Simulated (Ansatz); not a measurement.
The parent structure is Si in the diamond structure (space group Fd-3m, No. 227; a = 5.434 Å).

One thing is altered: every lattice vector is stretched by 0.94 %; the atoms relax in the strained cell.

All numbers come from Ansatz (a quantum-chemistry and plane-wave program), PBEsol, PAW, cutoff 420 eV, no SOC.

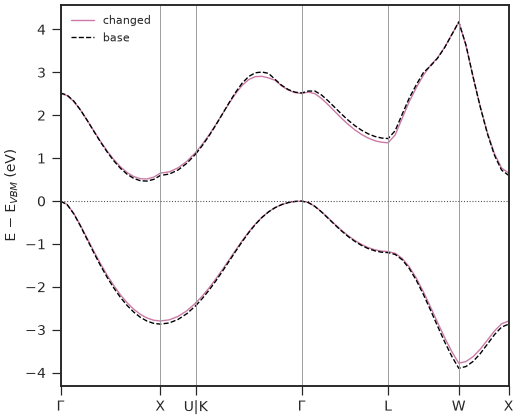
Figure. Highest valence and lowest conduction band along the path, each from its own valence-band maximum

Task: From the figure, how large is the changed gap, and is it direct?

Result: About 0.5 eV, indirect, Γ → Γ–X (87 % along).

No phonon test of stability was made.
